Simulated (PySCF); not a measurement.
**[B2H5]− (SMILES B[BH3-]) at 6 levels**

Wanted: a comparison of 6 runs (B2PLYP/STO-3G, PBE0/STO-3G, SVWN5/STO-3G, UMP2/STO-3G, CCSDTQ/STO-3G, UCCSD(T)/STO-3G) of [B2H5]−. Input form: a Python script.

Program for the calculation: PySCF 2.14.0.

1 further run of the same task is left out (set aside as unsound or not needed).

### Step 1. The molecule

The species is [B2H5]− (7 atoms), meant as a singlet with charge -1. SMILES: `B[BH3-]`. The B2–H5 distance was set to 2.234 Å, away from the relaxed value. At this shape a bond of the SMILES string is far longer than usual.

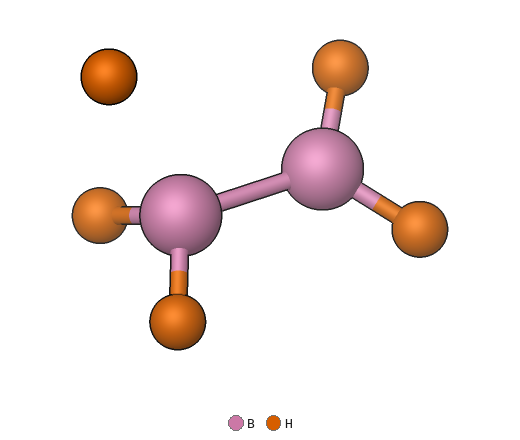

Viewed from a chosen angle; boron pink, hydrogen orange.

### Step 2. A single-point energy at B2PLYP/STO-3G (run 1)

Contents of run.py:

```python
from pyscf import gto, dft, mp

mol = gto.M(
    atom='''
B      1.019114    -1.171721     2.628335
B      0.395656     1.525145     1.071711
H      3.007371    -1.766456     3.563069
H     -0.523526    -2.805635     2.974401
H     -1.004446     0.702166    -2.825254
H     -1.347220     2.690312     2.123986
H      2.186587     3.020750     0.855413
''',
    max_memory=1860,
    charge=-1,
    basis='sto-3g',
    verbose=3,
    unit='bohr',
)

calc0 = dft.RKS(mol)
calc0.xc = '0.53*HF + 0.47*B88, 0.73*LYP'
calc0.conv_tol = 1e-10
calc0.grids.level = 5
calc0.kernel()
if not calc0.converged:
    calc0 = calc0.newton().run(calc0.mo_coeff, calc0.mo_occ)

pt = mp.MP2(calc0, frozen=2).run()
e_final = calc0.e_tot + 0.27 * pt.e_corr
print('PT2 part  %.8f' % (0.27 * pt.e_corr))
print('Final energy', e_final)
```

Run with:

```
$ OMP_NUM_THREADS=1 python run.py
```

Output:

```text
converged SCF energy = -51.6266918226938
E(RMP2) = -51.7715218227216  E_corr = -0.144830000027766
E(SCS-RMP2) = -51.7922623992484  E_corr = -0.165570576554625
PT2 part  -0.03910410
Final energy -51.665795922701314
```

It took 2.5 s on 1 thread of Arm Neoverse V1, shared host; peak memory 0.21 GiB.

### Step 3. A single-point energy at PBE0/STO-3G (run 2)

Contents of calc.py:

```python
from pyscf import gto, dft

mol = gto.M(
    atom=[
    ('B', (0.539292, -0.620048, 1.390855)),
    ('B', (0.209372, 0.807072, 0.567125)),
    ('H', (1.591432, -0.934768, 1.885495)),
    ('H', (-0.277038, -1.484678, 1.573985)),
    ('H', (-0.531530, 0.371570, -1.495060)),
    ('H', (-0.712918, 1.423652, 1.123965)),
    ('H', (1.157092, 1.598512, 0.452665)),
],
    basis='sto-3g',
    verbose=3,
    max_memory=1860,
    charge=-1,
)

mf = dft.RKS(mol, xc='pbe0')
mf.grids.level = 5
mf.conv_tol = 1e-10
mf.kernel()
if not mf.converged:
    mf = mf.newton().run(mf.mo_coeff, mf.mo_occ)

e_final = mf.e_tot
print('Final energy', e_final)
```

Run with:

```
$ OMP_NUM_THREADS=1 python calc.py
```

Output:

```text
converged SCF energy = -51.7099886681627
Final energy -51.70998866816265
```

Wall time 2.4 s (1 thread of Arm Neoverse V1, shared host); peak memory 0.21 GiB.

Runs 3 to 4 aren't shown in full; the table further down has their settings and results.

### Step 4. A single-point energy at CCSDTQ/STO-3G (run 5)

Contents of job.py:

```python
from pyscf import gto, cc

mol = gto.Mole()
mol.atom = '''
B        0.539292      -0.620048       1.390855
B        0.209372       0.807072       0.567125
H        1.591432      -0.934768       1.885495
H       -0.277038      -1.484678       1.573985
H       -0.531530       0.371570      -1.495060
H       -0.712918       1.423652       1.123965
H        1.157092       1.598512       0.452665
'''
mol.verbose = 3
mol.basis = 'sto-3g'
mol.max_memory = 1860
mol.spin = 0
mol.charge = -1
mol.build()

mf = mol.RHF()
mf.conv_tol = 1e-10
mf.kernel()
if not mf.converged:
    mf = mf.newton().run(mf.mo_coeff, mf.mo_occ)

mycc = cc.CCSDTQ(mf, frozen=2)
mycc.kernel()
energy = mycc.e_tot
print(f'total energy: {energy:.8f} hartree')
```

Run with:

```
$ OMP_NUM_THREADS=1 python job.py
```

Output:

```text
converged SCF energy = -51.2939533575899
_make_eris_incore_RCCSDTQ

WARN: A large `blksize` is being used, which may cause large memory consumption
      for storing contraction intermediates. If memory is sufficient, consider using
      `pyscf.cc.rccsdtq_highm.RCCSDTQ` instead.

RCCSDTQ converged
E(RCCSDTQ) = -51.45249389139206   E_corr = -0.15854053380219
E_corr(same-spin) = -0.00630568816018427
E_corr(oppo-spin) = -0.152234845642006
total energy: -51.45249389 hartree
```

It took 35 s on 1 thread of Arm Neoverse V1, shared host; peak memory 0.22 GiB.

### Step 5. The energy at UCCSD(T)/STO-3G (run 6)

Contents of job.py:

```python
from pyscf import gto, cc

mol = gto.Mole()
mol.atom = '''
B      1.019114    -1.171721     2.628335
B      0.395656     1.525145     1.071711
H      3.007371    -1.766456     3.563069
H     -0.523526    -2.805635     2.974401
H     -1.004446     0.702166    -2.825254
H     -1.347220     2.690312     2.123986
H      2.186587     3.020750     0.855413
'''
mol.unit = 'bohr'
mol.spin = 0
mol.basis = 'sto-3g'
mol.verbose = 4
mol.charge = -1
mol.max_memory = 1860
mol.build()

hf = mol.UHF()
hf.conv_tol = 1e-10
hf.kernel()
if not hf.converged:
    hf = hf.newton().run(hf.mo_coeff, hf.mo_occ)
for _ in range(3):
    mo, _, stable, _ = hf.stability(return_status=True)
    if stable:
        break
    hf.kernel(hf.make_rdm1(mo, hf.mo_occ))

mycc = cc.CCSD(hf, frozen=2)
mycc.kernel()
e_t = mycc.ccsd_t()
e_final = mycc.e_tot + e_t
print('E = %.10f Eh' % e_final)
```

Run with:

```
$ OMP_NUM_THREADS=1 python job.py
```

Output:

```text
PySCF version 2.14.0

[... 99 lines left out ...]
converged SCF energy = -51.2939533423665  <S^2> = 2.9773517e-11  2S+1 = 1
[... 72 lines left out ...]
converged SCF energy = -51.3219076885434  <S^2> = 0.67683528  2S+1 = 1.9254457
[... 14 lines left out ...]
Init t2, MP2 energy = -0.0740924721216191
[... 23 lines left out ...]
UCCSD converged
[... 2 lines left out ...]
E = -51.4499607774 Eh
```

Run time: 0.92 s. Hardware: 1 thread of Arm Neoverse V1, shared host; peak memory 0.14 GiB.

### Step 6. The series

| run | level | frozen core orbitals | integration grid | energy (Eh) | HOMO energy (eV) | LUMO energy (eV) | HOMO–LUMO gap (eV) | wall time |
| --- | --- | --- | --- | --- | --- | --- | --- | --- |
| 1 | B2PLYP/STO-3G | 2 | 5 | -51.665796 | 2.71 | 9.26 | 6.55 | 2.5 s |
| 2 | PBE0/STO-3G | – | 5 | -51.709989 | 3.31 | 7.72 | 4.41 | 2.4 s |
| 3 | SVWN5/STO-3G | – | 5 | -51.152837 | 4.20 | 6.80 | 2.60 | 2.4 s |
| 4 | UMP2/STO-3G | 2 | – | -51.396000 | 1.93 | 13.16 | 11.23 | 0.72 s |
| 5 | CCSDTQ/STO-3G | 2 | – | -51.452494 | 1.61 | 12.02 | 10.41 | 35 s |
| 6 | UCCSD(T)/STO-3G | 2 | – | -51.449961 | 1.93 | 13.16 | 11.23 | 0.92 s |

### Step 7. Outcome

| quantity | value |
| --- | --- |
| run 6: total energy | -51.44996 Eh |
| run 6: HOMO energy (Hartree–Fock orbitals) | 1.93 eV |
| run 6: LUMO energy (Hartree–Fock orbitals) | 13.16 eV |
| run 6: HOMO–LUMO gap (to an unbound level, set by the basis) | 11.23 eV |
| run 6: correlation energy (2 core orbitals frozen) | -128.1 mEh |
| run 6: (T) correction | -3.14 mEh |
| run 6: ⟨S²⟩ of the reference determinant | 0.677 |
| run 6: T1 diagnostic | 0.073 |

In words: Over runs 1, 2, 3 the HOMO–LUMO gap runs from 2.60 eV (SVWN5/STO-3G) to 6.55 eV (B2PLYP/STO-3G). The empty levels of an anion lie above zero and hang on the basis. A double hybrid's value is that of its SCF part. Totals of different functionals can't be ranked against each other. In runs 1, 2, 3, 4, 5, 6 the HOMO lies above zero, so the outermost electron may be held by the basis alone. In runs 1, 2, 3, 4, 5, 6 the basis is minimal, so the values are rough. Spin contamination of the reference: run 6 ⟨S²⟩ = 0.68, run 4 ⟨S²⟩ = 0.68. Where it is this large, the reference is a mixture of spin states, and values that rest on it are in doubt. All runs together took 44 s, the longest 35 s.
